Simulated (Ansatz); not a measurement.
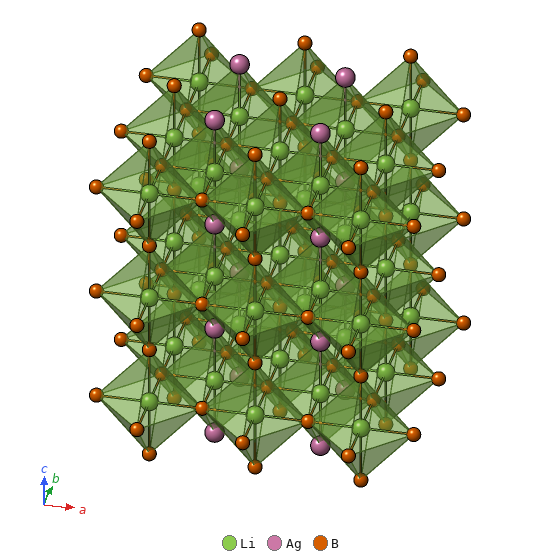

Polyhedra are drawn about Li (bonds: Ag–Li below 2.6 Å and B–Li below 2.6 Å); other atoms are plain spheres.

System Li2AgB3 (space group P4/mmm, No. 123); source of the atomic positions: coordinates from a relaxation with Ansatz, DFT PBE, scalar-relativistic, plane waves, PAW; the starting structure was generated, so it need not be a known form of this composition.

What figure surrounds each Li atom, and what does it share with the other drawn polyhedra?

Li(1a): LiB6 octahedron, sharing corners with six neighbours and edges with four neighbours; Li(1c): LiAg2B4 octahedron, sharing corners with six neighbours and edges with four neighbours.

How do these polyhedra hang together as a whole?

They form a three-dimensional framework of corner- and edge-sharing octahedra.
